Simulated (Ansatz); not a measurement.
## Electronic structure of C$_{2}$H$_{6}$NSi (SMILES C=C[SiH2][NH]) (doublet) in real space

```csv
atom,x (Å),y (Å),z (Å)
C,-0.0701,1.8045,0.4103
C,0.6247,0.7306,0.0454
Si,-0.1959,-0.8536,-0.4521
N,0.4685,-2.1813,0.4746
H,-1.1565,1.7966,0.4435
H,0.4087,2.7381,0.6925
H,1.7117,0.7904,0.0366
H,-1.6714,-0.6792,-0.3073
H,0.1122,-1.2036,-1.8722
H,-0.1489,-2.9936,0.5316
```

Geometry: PBE0-D4/def2-TZVP.

These are results of Ansatz 0.2.0, UKS PBE0-D4/def2-TZVPP, not measurements.

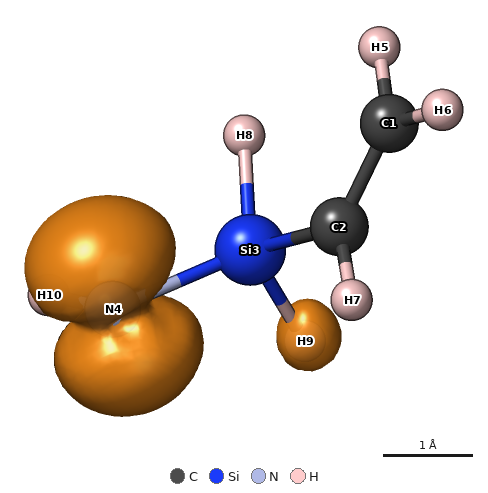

Figure 1. Isosurfaces of the spin density (α minus β) at +0.04 (orange) and −0.04 e/Å³ (purple), seen at an oblique angle.

> Describe the spin distribution.

The unpaired spin (1 electron) lies mostly on N4 (about 0.8), in electrons by Hirshfeld's partition.

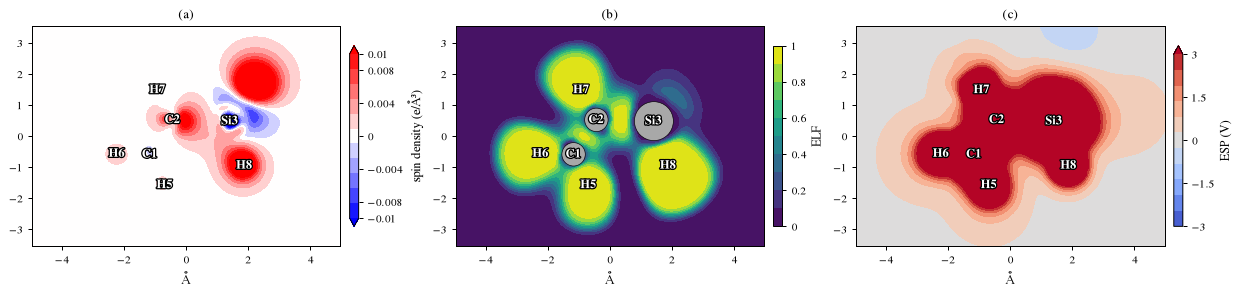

Figure 2. (a) spin density; (b) ELF; (c) electrostatic potential on the plane of atoms C2, C1 and H6. Grey discs cover the atomic cores in the ELF map.

> Read the bonding off the picture.

- Atoms in the plane: C, Si and H.
- C–C (1.33 Å): the ELF peaks at about 0.95 between the atoms; a short, multiple covalent bond.
- C–Si (1.85 Å): the ELF peaks at about 0.95 between the atoms, as expected for localised, covalent bonding.
- C–H (1.09 Å): the ELF climbs to about 1 towards the hydrogen, as it does in any bond to H (a covalent bond by its length).
- Si–H (1.49 Å): the ELF climbs to about 1 towards the hydrogen.
- Outside the dense part of the molecule the potential is most negative (−0.4 V) near N4, which lies off the plane.

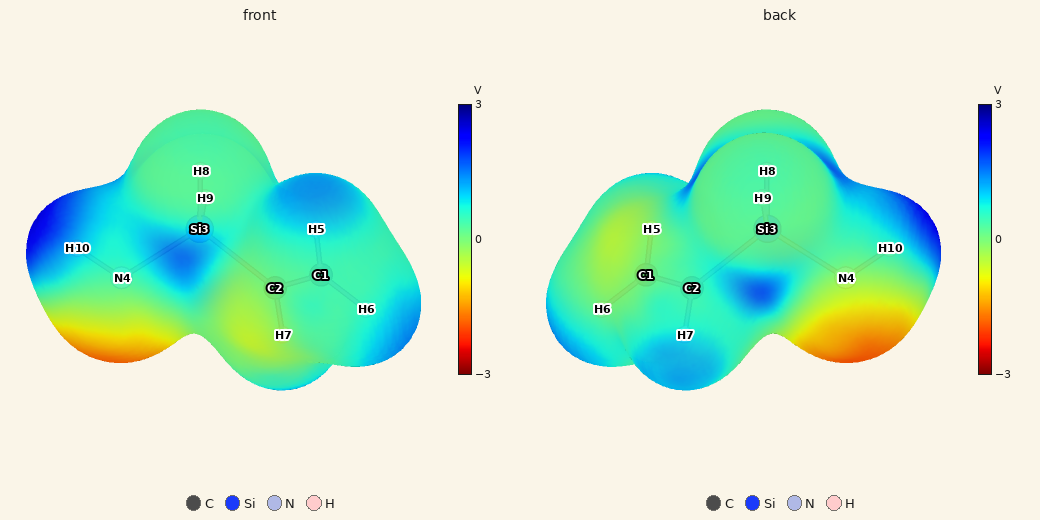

Figure 3. The molecular electrostatic potential painted on the density surface at 0.004 e/bohr³, seen from the front and from behind; red is negative and blue positive.

> Where is the surface potential most negative and most positive?

The most negative region (about −1.9 V) lies over N4, the most positive (about +2.4 V) over H10. N4 is the likeliest acceptor of a hydrogen bond.
